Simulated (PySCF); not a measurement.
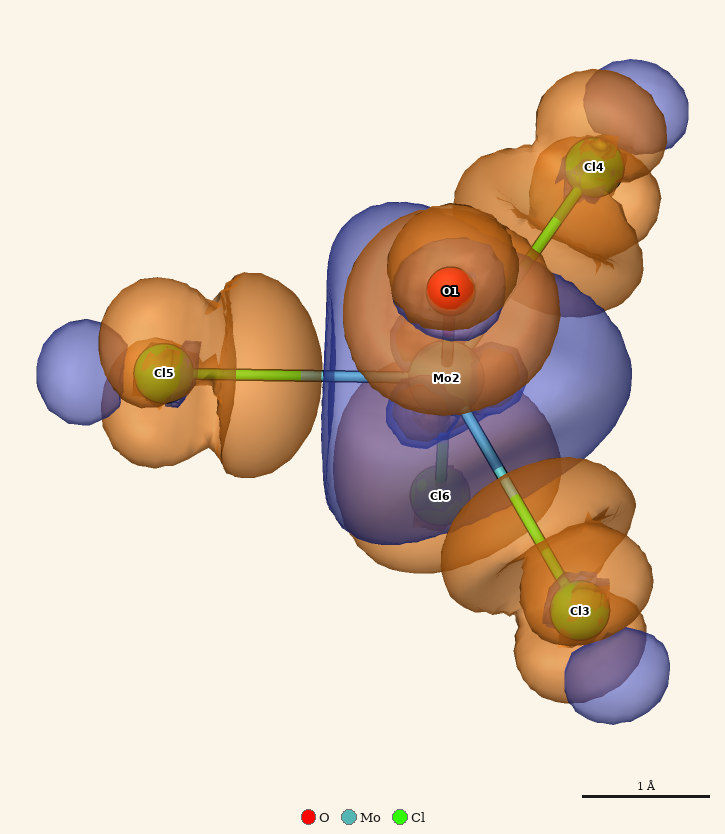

*Cl4MoO, SMILES `O=[Mo](Cl)(Cl)(Cl)Cl`. Deformation density (molecule less spherical, spin-averaged free atoms at the same positions), surfaces at ±0.04 e/Å³; orange: gain, blue: loss.*

Computed with PySCF, BLYP/def2-TZVP, geometry: GFN2-xTB. Core potentials replace the inner electrons of Mo; spin–orbit coupling isn't included. This is a single-reference result, which may miss multireference character in this system. No frequency check shows the geometry to be a minimum. GFN2-xTB bond lengths at metals and heavier atoms can be off by up to 0.1 Å and shapes distorted, which carries into these values.

The calculation's input:

```python
import numpy as np
from pyscf import gto, scf, dft
from pyscf.scf import atom_ks, atom_hf
from scipy.linalg import block_diag

def solve(mol, dm0=None, hcore=None):
    mf = (dft.UKS if mol.spin else dft.RKS)(mol, xc='blyp')
    mf.grids.level = 3
    mf = mf.density_fit(auxbasis='def2-universal-jkfit')
    mf.conv_tol, mf.max_cycle = 1e-8, 80
    if hcore is not None:
        mf.get_hcore = lambda *args: hcore
    mf.kernel(dm0)
    if not mf.converged:
        mf = mf.newton().run(mf.mo_coeff, mf.mo_occ, max_cycle=30)
    assert mf.converged, 'SCF not converged'
    return mf

mol = gto.M(atom='''
O     -0.00355    -0.00004     1.88475
Mo    -0.00047    -0.00004     0.25531
Cl     1.28275    -1.83337     0.14856
Cl     0.94616     2.02782     0.14808
Cl    -2.22943    -0.19428     0.14383
Cl     0.00335    -0.00005    -1.95819
''', basis='def2-tzvp', ecp={'Mo': 'def2-tzvp'}, charge=0, spin=0, verbose=4)
mf = solve(mol)
mf.analyze()
# spherically averaged free atoms, for the promolecule
atom_ks.AtomSphAverageRKS.init_guess_by_vsap = lambda self, mol=None: self.init_guess_by_minao(mol)  # core potentials
atm = atom_ks.get_atm_nrks(mol, xc='blyp')
pro = block_diag(*[(atm[a[0]][2] * atm[a[0]][3]) @ atm[a[0]][2].T for a in mol._atom])
np.savez('result.npz', e=mf.e_tot, c=mf.mo_coeff, occ=mf.mo_occ, eps=mf.mo_energy, pro=pro, dip=mf.dip_moment(verbose=0), s2=mf.spin_square()[0])
```

Launched as:

```sh
OMP_NUM_THREADS=1 python input.py
```

The run took 29 s on 1 thread of Intel(R) Xeon(R) 6975P-C (Granite Rapids), on a shared host, peak memory 0.73 GiB.

Partitions, critical points and surface values were worked out afterwards from this run's density.

How much density has each bond gained at its critical point, relative to the free atoms?

O1–Mo2: +0.18 e/Å³ at the bond critical point (bond length 1.63 Å, Mayer order 2.0). Mo2–Cl5, Mo2–Cl3 and Mo2–Cl4: +0.12 e/Å³ at the bond critical point (bond length 2.24 Å, Mayer order 1.1). Mo2–Cl6: +0.06 e/Å³ at the bond critical point (bond length 2.21 Å, Mayer order 1.1); up to 0.6 Å beside the axis the gain reaches +0.23 e/Å³. In all, 1.3 electrons gather in the regions of gain relative to the promolecule. A small or negative value marks a very polar bond, one between electron-rich atoms, whose free-atom densities already overlap strongly, a long bond to a heavier atom, or a closed-shell contact such as a hydrogen bond.

Where do the Hirshfeld charges lie?

The highest Hirshfeld charge is on Mo2 (+0.68 e), the lowest on O1 (−0.23 e).
